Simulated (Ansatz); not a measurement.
## Run report: C2H10O2Si2, geometry relaxation (part 2 of 2)

C2H10O2Si2, SMILES OCOC[SiH2][SiH3]; RKS B3LYP/6-31G* (Ansatz 0.2.0). It belongs to a series of runs on one base structure; here: end point B relaxed.

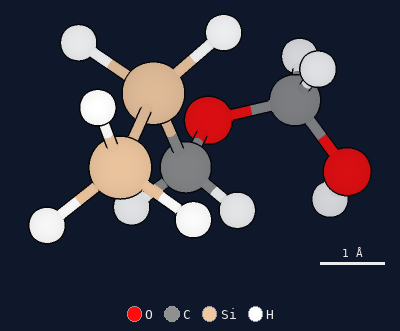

*The geometry at step 11 of the log (ball-and-stick view, seen at a tilt).*

## Trajectory as extended XYZ, continued
```
16
Properties=species:S:1:pos:R:3:forces:R:3 step=5 energy=-22085.58322
O     0.1083   -2.9132   -1.2688   -0.0038   0.0170  -0.0093
C     1.3212   -2.3028   -0.8984   -0.0316   0.0421   0.0191
O     1.2722   -0.8955   -0.9244    0.0879  -0.0554   0.0191
C     0.3757   -0.3115    0.0325   -0.0506  -0.0431   0.0134
Si    1.0934   -0.1568    1.8107   -0.0076   0.0134  -0.0480
Si   -0.3633    1.0896    3.1787    0.0121  -0.0088   0.0110
H    -0.0853   -2.6400   -2.1809    0.0130   0.0047   0.0081
H     1.5368   -2.6874    0.1063   -0.0006   0.0035  -0.0034
H     2.1405   -2.5623   -1.5805   -0.0057   0.0008  -0.0004
H    -0.5752   -0.8601    0.0368   -0.0206   0.0186   0.0147
H     0.1638    0.6965   -0.3403   -0.0056   0.0080  -0.0150
H     1.2951   -1.4973    2.4314    0.0140  -0.0165  -0.0197
H     2.4252    0.5062    1.7407    0.0030   0.0156   0.0098
H    -1.7245    0.4830    3.1944    0.0007  -0.0008   0.0030
H     0.1441    1.1280    4.5784   -0.0051   0.0060   0.0039
H    -0.4926    2.4925    2.6927    0.0003  -0.0051  -0.0061
16
Properties=species:S:1:pos:R:3:forces:R:3 step=6 energy=-22085.58683
O     0.0716   -2.8709   -1.3447    0.1616   0.1630  -0.1505
C     1.2972   -2.3316   -0.8862   -0.1286  -0.0664  -0.0066
O     1.3181   -0.9226   -0.8807   -0.0238  -0.1226   0.0977
C     0.3880   -0.3298    0.0448    0.0048   0.0745  -0.0376
Si    1.1106   -0.1266    1.8144    0.0427   0.0077  -0.0209
Si   -0.3664    1.0900    3.1927   -0.0069  -0.0423  -0.0106
H    -0.0618   -2.5505   -2.2581    0.0720  -0.0732   0.2491
H     1.4327   -2.7572    0.1224   -0.0284   0.1000  -0.1782
H     2.1412   -2.6150   -1.5298   -0.0568  -0.0113   0.0387
H    -0.5468   -0.9044    0.0514   -0.0198   0.0351   0.0087
H     0.1542    0.6651   -0.3587    0.0158  -0.0909   0.0243
H     1.3849   -1.4640    2.4196   -0.0156   0.0333  -0.0091
H     2.4150    0.5915    1.7262   -0.0323  -0.0052  -0.0033
H    -1.7137    0.4517    3.2178    0.0103   0.0100   0.0074
H     0.1393    1.1605    4.5922    0.0054  -0.0006  -0.0106
H    -0.5288    2.4827    2.6860   -0.0002  -0.0110   0.0016
16
Properties=species:S:1:pos:R:3:forces:R:3 step=7 energy=-22085.59043
O     0.0686   -2.8659   -1.3411    0.0731   0.0838  -0.1044
C     1.2920   -2.3356   -0.8792   -0.0828  -0.0452   0.0009
O     1.3239   -0.9284   -0.8784   -0.0239  -0.0402   0.0584
C     0.3924   -0.3215    0.0362    0.0117   0.0141  -0.0036
Si    1.1131   -0.1181    1.8056   -0.0147  -0.0202   0.0103
Si   -0.3700    1.0749    3.1964    0.0169   0.0233  -0.0215
H    -0.0525   -2.5522   -2.2557    0.0292  -0.0420   0.1308
H     1.4170   -2.7546    0.1299    0.0028   0.0466  -0.0801
H     2.1364   -2.6288   -1.5162   -0.0203  -0.0117   0.0270
H    -0.5507   -0.8836    0.0414    0.0089   0.0239   0.0005
H     0.1729    0.6720   -0.3728    0.0046  -0.0272  -0.0005
H     1.3845   -1.4538    2.4134    0.0159   0.0099  -0.0252
H     2.4136    0.6060    1.7166   -0.0289  -0.0026   0.0093
H    -1.7184    0.4404    3.2374    0.0206  -0.0120  -0.0072
H     0.1481    1.1527    4.5910    0.0041  -0.0044  -0.0108
H    -0.5356    2.4653    2.6847   -0.0173   0.0039   0.0163
16
Properties=species:S:1:pos:R:3:forces:R:3 step=9 energy=-22085.59601
O     0.0081   -2.8054   -1.4197    0.1180   0.0578  -0.0921
C     1.2207   -2.3918   -0.8310    0.0297   0.0817  -0.0161
O     1.3828   -0.9886   -0.8254   -0.0390  -0.1428   0.0297
C     0.4422   -0.2910    0.0145   -0.0318  -0.0021  -0.0554
Si    1.1465   -0.0414    1.7783    0.0272  -0.0360   0.0444
Si   -0.3773    1.0399    3.2135   -0.0510   0.0348  -0.0280
H     0.0107   -2.4877   -2.3417    0.0273  -0.0464   0.1805
H     1.2067   -2.8115    0.1869   -0.0269   0.0689  -0.1276
H     2.1031   -2.7641   -1.3740   -0.1354   0.0141   0.0397
H    -0.5232   -0.8135    0.0200    0.0174   0.0000  -0.0106
H     0.2706    0.6844   -0.4577    0.0218  -0.0348   0.0226
H     1.5055   -1.3712    2.3546   -0.0098   0.0261  -0.0068
H     2.4032    0.7529    1.6846   -0.0046   0.0113   0.0037
H    -1.6640    0.2867    3.2966    0.0499   0.0259  -0.0032
H     0.1825    1.1541    4.5894    0.0003   0.0018  -0.0072
H    -0.6829    2.4169    2.7202    0.0068  -0.0604   0.0264
16
Properties=species:S:1:pos:R:3:forces:R:3 step=10 energy=-22085.59789
O     0.0113   -2.8074   -1.4070   -0.0229  -0.0139  -0.0656
C     1.2223   -2.3882   -0.8308    0.0671   0.0576   0.0152
O     1.3810   -0.9883   -0.8305   -0.0263  -0.0162   0.0018
C     0.4421   -0.2888    0.0096   -0.0194  -0.0421  -0.0177
Si    1.1433   -0.0507    1.7769   -0.0054   0.0495   0.0256
Si   -0.3762    1.0399    3.2095   -0.0318  -0.0102   0.0072
H     0.0118   -2.4976   -2.3284   -0.0085  -0.0106   0.0302
H     1.2133   -2.8000    0.1861    0.0032   0.0009  -0.0001
H     2.0983   -2.7632   -1.3780   -0.0553   0.0046   0.0232
H    -0.5294   -0.8016    0.0090    0.0473  -0.0009  -0.0158
H     0.2829    0.6898   -0.4568    0.0100   0.0065   0.0027
H     1.4976   -1.3798    2.3528    0.0021   0.0048   0.0037
H     2.3952    0.7520    1.6914    0.0142  -0.0137  -0.0065
H    -1.6592    0.2848    3.2989    0.0140   0.0108   0.0049
H     0.1912    1.1528    4.5827   -0.0040   0.0042  -0.0082
H    -0.6901    2.4154    2.7238    0.0156  -0.0314  -0.0006
16
Properties=species:S:1:pos:R:3:forces:R:3 step=11 energy=-22085.59878
O     0.0053   -2.8035   -1.4095   -0.0034   0.0095   0.0119
C     1.2173   -2.3862   -0.8288    0.0139  -0.0073  -0.0129
O     1.3837   -0.9887   -0.8318   -0.0122  -0.0152   0.0009
C     0.4488   -0.2875    0.0093    0.0168   0.0121   0.0115
Si    1.1488   -0.0476    1.7793   -0.0016   0.0030   0.0020
Si   -0.3797    1.0332    3.2086    0.0014   0.0003   0.0004
H     0.0072   -2.4902   -2.3289   -0.0002   0.0002  -0.0082
H     1.2032   -2.7961    0.1887   -0.0036   0.0037   0.0010
H     2.0892   -2.7703   -1.3730    0.0006   0.0030   0.0032
H    -0.5218   -0.7983    0.0058   -0.0081  -0.0054  -0.0032
H     0.2945    0.6935   -0.4541   -0.0015   0.0008  -0.0046
H     1.5060   -1.3752    2.3573    0.0010   0.0000  -0.0009
H     2.4026    0.7526    1.6919   -0.0016  -0.0020   0.0003
H    -1.6546    0.2680    3.3071    0.0004  -0.0022   0.0005
H     0.1885    1.1657    4.5791   -0.0001   0.0016   0.0000
H    -0.7036    2.3994    2.7084   -0.0016  -0.0019  -0.0018
16
Properties=species:S:1:pos:R:3:forces:R:3 step=12 energy=-22085.59893
O     0.0007   -2.7978   -1.4109    0.0030  -0.0008   0.0003
C     1.2144   -2.3878   -0.8286   -0.0111   0.0064   0.0115
O     1.3865   -0.9911   -0.8299    0.0039   0.0001  -0.0024
C     0.4535   -0.2856    0.0099   -0.0011  -0.0078   0.0001
Si    1.1517   -0.0467    1.7806    0.0004   0.0054  -0.0015
Si   -0.3807    1.0308    3.2079    0.0005  -0.0003   0.0002
H     0.0062   -2.4856   -2.3308   -0.0009  -0.0001  -0.0030
H     1.1958   -2.7975    0.1891    0.0011  -0.0012  -0.0029
H     2.0856   -2.7753   -1.3709    0.0019  -0.0015  -0.0033
H    -0.5188   -0.7940    0.0058    0.0008   0.0008  -0.0006
H     0.3017    0.6947   -0.4557    0.0024   0.0008   0.0022
H     1.5106   -1.3740    2.3582   -0.0007  -0.0011  -0.0021
H     2.4044    0.7550    1.6945    0.0007   0.0000   0.0018
H    -1.6496    0.2565    3.3134    0.0008  -0.0015   0.0008
H     0.1894    1.1757    4.5764   -0.0001   0.0015   0.0001
H    -0.7160    2.3915    2.7001   -0.0016  -0.0008  -0.0011
16
Properties=species:S:1:pos:R:3:forces:R:3 step=13 energy=-22085.59907
O    -0.0095   -2.7868   -1.4167    0.0196   0.0019   0.0015
C     1.2057   -2.3913   -0.8257   -0.0339   0.0010   0.0151
O     1.3937   -0.9970   -0.8255    0.0120   0.0036  -0.0002
C     0.4640   -0.2820    0.0099   -0.0057  -0.0022  -0.0071
Si    1.1587   -0.0425    1.7820    0.0020   0.0006  -0.0061
Si   -0.3824    1.0256    3.2068   -0.0078  -0.0033   0.0035
H     0.0060   -2.4746   -2.3366    0.0009  -0.0013   0.0052
H     1.1747   -2.8011    0.1920    0.0023   0.0013  -0.0114
H     2.0758   -2.7894   -1.3618    0.0047  -0.0027  -0.0070
H    -0.5118   -0.7836    0.0033    0.0001   0.0052   0.0049
H     0.3206    0.6984   -0.4589    0.0019  -0.0035   0.0041
H     1.5219   -1.3702    2.3562   -0.0018   0.0016   0.0015
H     2.4083    0.7646    1.7005    0.0008  -0.0015  -0.0016
H    -1.6357    0.2278    3.3279    0.0045   0.0050   0.0020
H     0.1922    1.1972    4.5706   -0.0014   0.0006  -0.0052
H    -0.7469    2.3738    2.6852    0.0020  -0.0062   0.0008
16
Properties=species:S:1:pos:R:3:forces:R:3 step=14 energy=-22085.59905 accepted=F
O    -0.0149   -2.7797   -1.4174    0.0011  -0.0069  -0.0113
C     1.2007   -2.3930   -0.8234   -0.0157   0.0024   0.0146
O     1.3986   -1.0002   -0.8231    0.0068   0.0190  -0.0009
C     0.4707   -0.2778    0.0084   -0.0105  -0.0134  -0.0086
Si    1.1629   -0.0401    1.7814   -0.0144  -0.0094   0.0011
Si   -0.3849    1.0188    3.2061   -0.0026   0.0196   0.0054
H     0.0068   -2.4696   -2.3378   -0.0047  -0.0003  -0.0008
H     1.1634   -2.8018    0.1940    0.0067  -0.0047   0.0049
H     2.0696   -2.7974   -1.3569    0.0018  -0.0015  -0.0022
H    -0.5091   -0.7725    0.0004    0.0157   0.0060   0.0011
H     0.3350    0.7026   -0.4623    0.0018  -0.0001   0.0024
H     1.5240   -1.3680    2.3557    0.0063  -0.0036  -0.0027
H     2.4120    0.7679    1.7023   -0.0019   0.0006   0.0035
H    -1.6301    0.2107    3.3443    0.0146   0.0016  -0.0047
H     0.1970    1.2107    4.5645   -0.0052  -0.0008  -0.0087
H    -0.7664    2.3582    2.6730    0.0002  -0.0086   0.0068
16
Properties=species:S:1:pos:R:3:forces:R:3 step=15 energy=-22085.59914
O    -0.0116   -2.7840   -1.4166    0.0033  -0.0003   0.0000
C     1.2034   -2.3917   -0.8244   -0.0103  -0.0037   0.0033
O     1.3959   -0.9980   -0.8246    0.0032   0.0074   0.0008
C     0.4668   -0.2798    0.0088   -0.0036  -0.0027  -0.0024
Si    1.1598   -0.0423    1.7817    0.0012  -0.0011  -0.0009
Si   -0.3834    1.0229    3.2067   -0.0025   0.0023   0.0016
H     0.0063   -2.4727   -2.3366   -0.0015   0.0000  -0.0015
H     1.1704   -2.8010    0.1930    0.0022  -0.0009   0.0010
H     2.0728   -2.7925   -1.3598    0.0033  -0.0006  -0.0016
H    -0.5110   -0.7777    0.0013    0.0027   0.0021   0.0003
H     0.3278    0.7010   -0.4600    0.0006  -0.0002   0.0012
H     1.5223   -1.3702    2.3555   -0.0007  -0.0013   0.0002
H     2.4098    0.7643    1.7014   -0.0001   0.0007   0.0004
H    -1.6319    0.2193    3.3359    0.0027   0.0017   0.0005
H     0.1943    1.2050    4.5677   -0.0005  -0.0004  -0.0037
H    -0.7565    2.3663    2.6792    0.0000  -0.0030   0.0009
```

This output came from the following input.

## Input file
```yaml
crystal:
  periodic: [false, false, false]
  atoms:
    - { symbol: O, position_ang: [0.1735, -2.9816, -1.0549] }
    - { symbol: C, position_ang: [1.3034, -2.2159, -0.7964] }
    - { symbol: O, position_ang: [1.0632, -0.8273, -1.0295] }
    - { symbol: C, position_ang: [0.3176, -0.2314, -0.0221] }
    - { symbol: Si, position_ang: [1.07784, -0.22999, 1.69207] }
    - { symbol: Si, position_ang: [-0.30404, 0.99098, 3.11173] }
    - { symbol: H, position_ang: [0.0488, -2.8881, -2.0279] }
    - { symbol: H, position_ang: [1.6651, -2.3852, 0.228] }
    - { symbol: H, position_ang: [2.1023, -2.5427, -1.4251] }
    - { symbol: H, position_ang: [-0.71866, -0.57756, 0.03816] }
    - { symbol: H, position_ang: [0.21516, 0.90681, -0.29689] }
    - { symbol: H, position_ang: [1.12817, -1.66061, 2.19069] }
    - { symbol: H, position_ang: [2.46512, 0.38725, 1.74089] }
    - { symbol: H, position_ang: [-1.69645, 0.4488, 3.10741] }
    - { symbol: H, position_ang: [0.19107, 0.98346, 4.48236] }
    - { symbol: H, position_ang: [-0.39673, 2.39191, 2.67071] }
basis:
  gaussian: { orbitals: "6-31G*" }
hamiltonian:
  xc: b3lyp
relax:
  f_tol: 0.015
  max_steps: 40
```

Launch command:
```bash
ansatz run input.yaml --threads 2 --pin off --max-ram 3072MiB --backend cpu --events-out ev --progress --plain --runs-dir out
```

## Key numbers

| quantity | value |
| --- | --- |
| outcome | converged |
| total energy | −22085.5994 eV |
| mean-field energy | −22085.5994 eV |
| largest force (length of the vector) at the end | 0.011 eV/Å |
| hardware | 2 threads of Arm Neoverse V2, 24 GiB of memory available, shared host |
| wall time | 71 s (CPU time 2.3 min) |
| peak memory | 0.3 GiB |
